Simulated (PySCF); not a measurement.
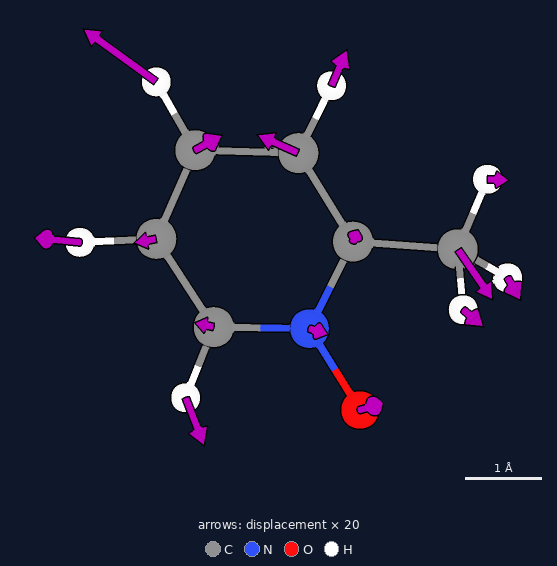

A relaxation of C6H7NO. The starting structure is drawn; purple arrows show the displacements, magnified 20 times. The two geometries are superimposed by the best rigid fit.

The picture is a ball-and-stick view, seen at a tilt.

The start comes from GFN2-xTB. Its atoms were then displaced at random by about 0.01 Å.

All numbers below come from PBE0-D3(BJ)/def2-SVP geometry optimisation, gas phase in PySCF 2.14.0, density-fitted response routines. 

Question: What did the optimiser do to the structure, and how much energy did it gain?

Answer: Over 10 geometry steps the energy falls by 0.238 eV. An H atom moves most after the best rigid fit: 0.060 Å. Largest moves by element: H 0.060 Å, C 0.042 Å, O 0.028 Å, N 0.015 Å. Some distances before and after: C–H 1.035 → 1.091 Å, C–C 1.440 → 1.392 Å, C–C 1.364 → 1.394 Å, C–N 1.339 → 1.367 Å. Among the angles between lasting bonds that change: C–C–H 124.9° → 121.2°, C–C–H 113.7° → 110.9°, C–C–C 123.0° → 125.7°. The run took 99 s on 1 thread of Arm Neoverse V1, on a shared host.
